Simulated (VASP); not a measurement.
Band structure of CeO2 (fluorite). Calculation: PBE GGA with D3 dispersion (Becke-Johnson damping), VASP's PBE PAW potentials (set 64) (plane waves; VASP).

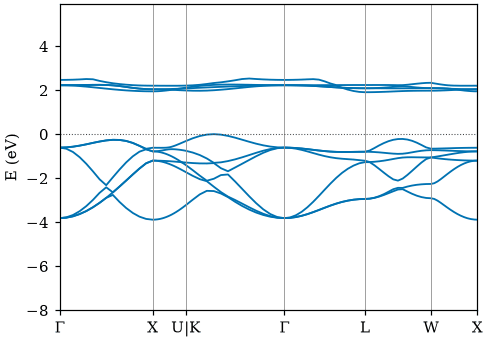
*Bands along high-symmetry lines, zero at the valence-band maximum or, without a gap, the Fermi level*

Problem. Read the plot: is there a gap, and where are the band edges?

Solution. The gap is indirect, 1.91 eV, from the valence maximum at K-Γ at 0.29 to the conduction minimum at L. (Edges off the drawn lines would not show.)

The compound is CeO2 in the fluorite structure. It was relaxed first. The run is not spin-polarised, so no magnetic state was tried.
